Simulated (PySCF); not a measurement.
## NMR shielding calculation of C₃H₈O₂Si

System: C₃H₈O₂Si, SMILES C=COC[SiH2]O.
Method: GIAO PBE/pcSseg-1 NMR shielding, non-relativistic, gas phase (PySCF 2.14.0).

The geometry comes from this level: PBE0-D3(BJ)/def2-SVP. Figures and captions count atoms from 1; the log counts them from 0 in places.

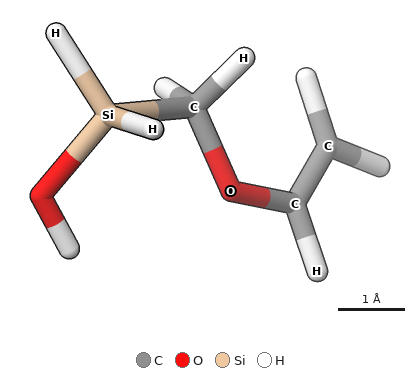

**Figure 1.** The input geometry (stick view, seen at a tilt). Bond lengths as drawn: C–C 1.34 Å, C–H 1.09 to 1.11 Å, C–O 1.35 to 1.42 Å, C–Si 1.89 Å, H–O 0.96 Å, H–Si 1.49 Å and O–Si 1.66 Å.

### The input
```
{"job": {"kind": "nmr", "xc": "PBE", "basis": "pcSseg-1", "pop": false}, "charge": 0, "multiplicity": 1}
C     -2.770783    -0.155305     0.400710
C     -1.788700     0.579391     0.931497
O     -0.462126     0.433574     0.756173
C     -0.015022    -0.615529    -0.084083
Si     1.872985    -0.494062    -0.092588
O      2.307866     1.047497    -0.544107
H     -2.591409    -0.998305    -0.267873
H     -3.804253     0.093229     0.643396
H     -1.991687     1.421264     1.600625
H     -0.425075    -0.492894    -1.105164
H     -0.366787    -1.596806     0.289597
H      2.372601    -0.844046     1.272244
H      2.441121    -1.428808    -1.101746
H      1.816069     1.740663    -0.090722
```

The first line tells a small driver script what to run in PySCF; the rest is the geometry in Å.

Run as:
```bash
OMP_NUM_THREADS=1 python <driver script> task.json out
```

### Output
```
coarse grid: 12016 points
cycle   1  E = -558.3073637819  dE =  5.924e-01  |g| = 9.876e-01  |ddm| = 3.307e+00
cycle   2  E = -557.6500298538  dE =  6.573e-01  |g| = 2.042e+00  |ddm| = 2.975e+00
cycle   3  E = -558.4760009677  dE = -8.260e-01  |g| = 2.642e-01  |ddm| = 2.516e+00
cycle   4  E = -558.4894822395  dE = -1.348e-02  |g| = 1.193e-01  |ddm| = 3.156e-01
cycle   5  E = -558.4919717302  dE = -2.489e-03  |g| = 6.071e-02  |ddm| = 1.200e-01
cycle   6  E = -558.4928083251  dE = -8.366e-04  |g| = 2.448e-02  |ddm| = 6.575e-02
cycle   7  E = -558.4929443154  dE = -1.360e-04  |g| = 7.334e-03  |ddm| = 2.422e-02
cycle   8  E = -558.4929546443  dE = -1.033e-05  |g| = 1.432e-03  |ddm| = 5.483e-03
cycle   9  E = -558.4929550764  dE = -4.321e-07  |g| = 3.684e-04  |ddm| = 1.440e-03
final grid: 110944 points
cycle  10  E = -558.5679480797  dE = -1.979e-05  |g| = 1.933e-02  |ddm| = 3.718e-02
cycle  11  E = -558.5676882628  dE =  2.598e-04  |g| = 4.170e-02  |ddm| = 3.807e-02
cycle  12  E = -558.5680093535  dE = -3.211e-04  |g| = 6.024e-03  |ddm| = 3.000e-02
cycle  13  E = -558.5680187811  dE = -9.428e-06  |g| = 1.200e-03  |ddm| = 6.153e-03
cycle  14  E = -558.5680190748  dE = -2.937e-07  |g| = 3.925e-04  |ddm| = 1.163e-03
cycle  15  E = -558.5680191104  dE = -3.558e-08  |g| = 8.302e-05  |ddm| = 3.679e-04
cycle  16  E = -558.5680191117  dE = -1.280e-09  |g| = 2.837e-05  |ddm| = 8.743e-05
cycle  17  E = -558.5680191118  dE = -1.571e-10  |g| = 8.022e-06  |ddm| = 2.457e-05
```

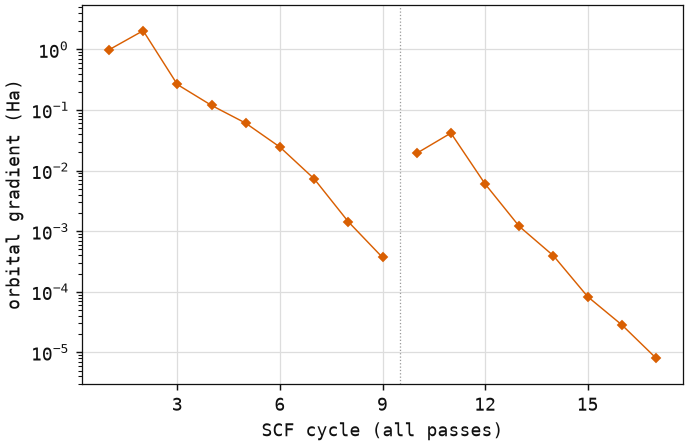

**Figure 2.** Convergence of the self-consistent field: orbital gradient against the SCF cycle. The dotted line marks the change from a coarse to the final integration grid. The first 9 cycles use a coarse grid, the final grid takes over at cycle 10, and the field converges after 17 cycles in all.

```
converged SCF energy = -558.5680191118

GIAO shielding tensors (ppm)
atom      isotropic    diamagn.    paramagn.     s11        s22        s33       span
  0 C       94.982     258.031    -163.049      5.333    108.460    171.153    165.820
  1 C       21.051     249.595    -228.544    -84.198     53.054     94.296    178.494
  2 O      201.704     400.323    -198.620     74.981    224.630    305.501    230.520
  3 C      120.824     255.429    -134.604     95.744    107.652    159.077     63.332
  4 Si     351.937     879.682    -527.745    316.057    323.816    415.939     99.882
  5 O      316.376     388.179     -71.802    282.656    324.519    341.954     59.298
  6 H       27.040      33.107      -6.067     24.562     25.117     31.440      6.879
  7 H       27.170      28.029      -0.859     25.842     26.076     29.592      3.749
  8 H       24.509      29.690      -5.181     21.226     25.173     27.130      5.904
  9 H       27.733      34.108      -6.375     24.277     26.843     32.079      7.802
 10 H       28.139      32.995      -4.855     25.467     26.858     32.094      6.627
 11 H       25.799      28.510      -2.711     22.488     24.287     30.622      8.133
 12 H       26.214      28.146      -1.931     23.288     24.444     30.911      7.623
 13 H       30.134      32.884      -2.750     20.966     27.809     41.628     20.661
```

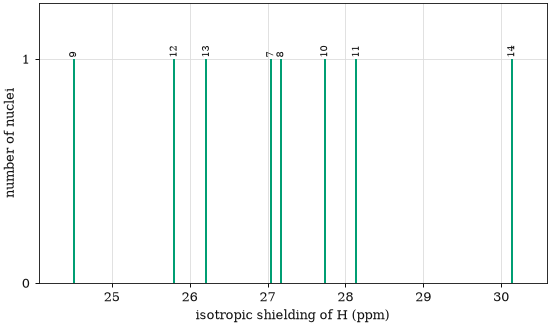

**Figure 3.** Isotropic shieldings of the hydrogen nuclei in this fixed geometry, labelled by atom number; shielding grows to the right, so chemical shift grows to the left. The least shielded is H9 (24.5 ppm), the most shielded H14 (30.1 ppm).

### Key numbers

| quantity | value |
| --- | --- |
| outcome | converged |
| total energy | −558.568019 hartree |
| HOMO | −5.69 eV |
| LUMO | −0.40 eV |
| dipole moment | 1.17 D |
| isotropic shielding, C | 21.1 to 120.8 ppm |
| isotropic shielding, O | 201.7 to 316.4 ppm |
| isotropic shielding, Si | 351.9 ppm |
| isotropic shielding, H | 24.5 to 30.1 ppm |
| hardware | 1 CPU thread, shared host |
| wall time | 31 s |
| peak memory | 0.8 GiB |
